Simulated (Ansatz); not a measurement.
**CH6F2SiSn: a ladder of functionals and wavefunction methods**

How much do the methods differ for CH6F2SiSn? The plan is to run it at one geometry with functionals of several rungs and with coupled cluster. The yardstick is the atomisation energy at the CCSD(T) limit.

Computed with Ansatz 0.2.0, Gaussian basis. Level: functionals in def2-TZVPP, the program's frozen cores in correlated methods.

The runs, in order: PBE-D4, r2SCAN-D4, PBE0-D4, B3LYP-D4, ωB97X-V, ωB97M-V, B2PLYP; CCSD(T)/def2-TZVPP; MP2/def2-QZVPP; extrapolation to the limit.

## (1) The geometry

An earlier PBE0-D4 in a triple-zeta def2 set relaxation fixed the geometry. Sn takes the def2 core potential; no spin-orbit term is included.

11 atoms, charge 0, spin multiplicity 1.

Atoms are counted from 1 here; the program's logs count them from 0.

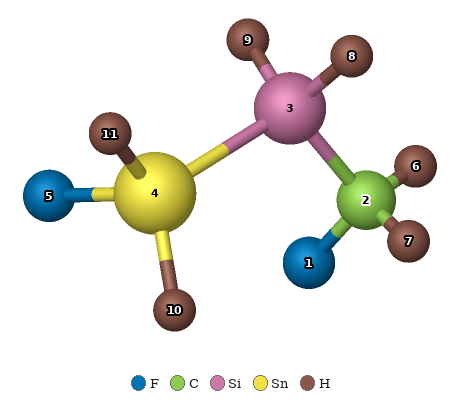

The geometry (fluorine blue, carbon green, silicon pink, tin yellow, hydrogen brown); atoms are numbered from 1 in the order of the file.

## (2) PBE-D4 (GGA)

The input, in.yaml:

```yaml
crystal:
  periodic: [false, false, false]
  atoms:
    - {symbol: F, position_ang: [-0.262929, 1.690576, 1.423009]}
    - {symbol: C, position_ang: [0.697070, 0.693600, 1.534795]}
    - {symbol: Si, position_ang: [0.168423, -0.836138, 0.539693]}
    - {symbol: Sn, position_ang: [-0.559883, -0.111646, -1.814516]}
    - {symbol: F, position_ang: [-2.465407, 0.179098, -1.691224]}
    - {symbol: H, position_ang: [0.821301, 0.455226, 2.596227]}
    - {symbol: H, position_ang: [1.648962, 1.089232, 1.165360]}
    - {symbol: H, position_ang: [1.336787, -1.755566, 0.452886]}
    - {symbol: H, position_ang: [-0.962590, -1.537252, 1.198148]}
    - {symbol: H, position_ang: [0.062402, 1.382372, -2.356654]}
    - {symbol: H, position_ang: [-0.418536, -1.306603, -3.027223]}
basis:
  gaussian: {orbitals: def2-TZVPP}
hamiltonian: {xc: pbe, dispersion: d4}
output: {forces: true, orbitals: {seedname: orbitals}}
```

Command:

```sh
ansatz run in.yaml --threads 2 --pin off --events-out ev --progress --plain --max-ram 22528MiB --backend cpu
```

After this run come: r2SCAN-D4 (meta-GGA); PBE0-D4 (hybrid); B3LYP-D4 (hybrid); ωB97X-V (range-separated); ωB97M-V (range-separated); B2PLYP (double hybrid); CCSD(T) in def2-TZVPP; MP2 in def2-QZVPP.

**Question.** What will the summary of the whole plan be? Wanted: atomisation energy, CCSD(T)/CBS; farthest; mean size of error, hybrid; mean size of error, range-separated; gap, smallest and largest; T1 diagnostic; triples share of the correlation energy.

**Answer**, as computed:

| quantity | value |
| --- | --- |
| atomisation energy, CCSD(T)/CBS | 3450.9 kJ/mol |
| functionals within 34.5 kJ/mol (1.0 %) | PBE-D4, r2SCAN-D4, B3LYP-D4, ωB97X-V, ωB97M-V |
| farthest | B2PLYP (-75.6 kJ/mol) |
| mean size of error, hybrid | 42.8 kJ/mol |
| mean size of error, range-separated | 15.5 kJ/mol |
| gap, smallest and largest | 5.14 eV (PBE-D4), 11.20 eV (ωB97X-V) |
| T1 diagnostic | 0.0133 |
| triples share of the correlation energy | 3.0 % |

What this shows: PBE-D4 misses by +11.3 kJ/mol. Double hybrids carry the basis error of their MP2 part in triple zeta, and no dispersion term here, so their miss is partly the set-up's. Misses under about 34.5 kJ/mol are within the doubt on the reference itself, which lacks core-valence correlation, spin-orbit coupling and higher excitations, and its outer-core shells are covered unevenly. All levels share the lack of spin-orbit coupling, which lowers the free heavy atoms and so the true binding. Hartree-Fock recovers 72 % of the binding; the rest is correlation. Orbital gaps span 5.1 to 11.2 eV; exact exchange widens them. Correlated methods include outer-core shells of Sn, which these sets cover unevenly.
